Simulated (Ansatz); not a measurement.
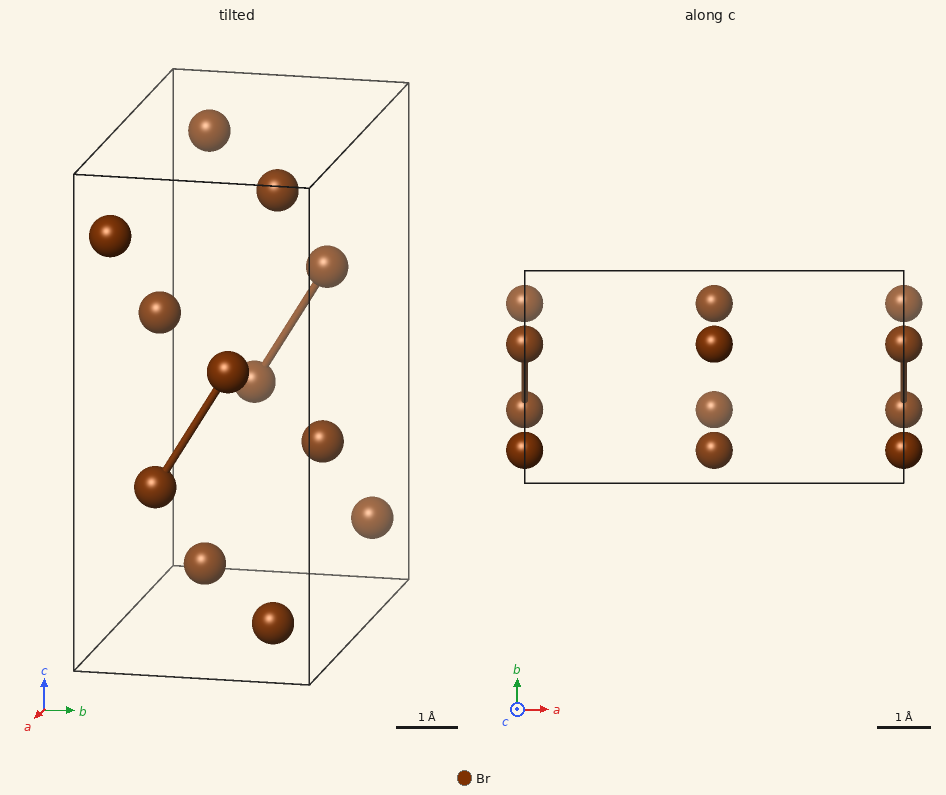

The crystal in a ball-and-stick representation, seen slightly off an axis and along the c axis. The frame is the conventional unit cell; atoms at its boundary are shown with their periodic copies.

Pairs joined by sticks: Br–Br up to 2.78 Å (cut-off distances).

Q: Determine the atoms per cell.

A: 8 (bromine), counting shared atoms by their share.

Q: What lattice type does the structure have?

A: Base-centred orthorhombic.

Q: Determine the space group.

A: Cmce (No. 64), with Br on 8f.

Q: What is the topology of the bonding, in broad terms?

A: The bonds build separate Br2 groups.

Source of the structure: a structure type known for this element. Earlier steps of the study may have refined or changed the cell and positions. Ansatz was used for an electronic-structure calculation on it.
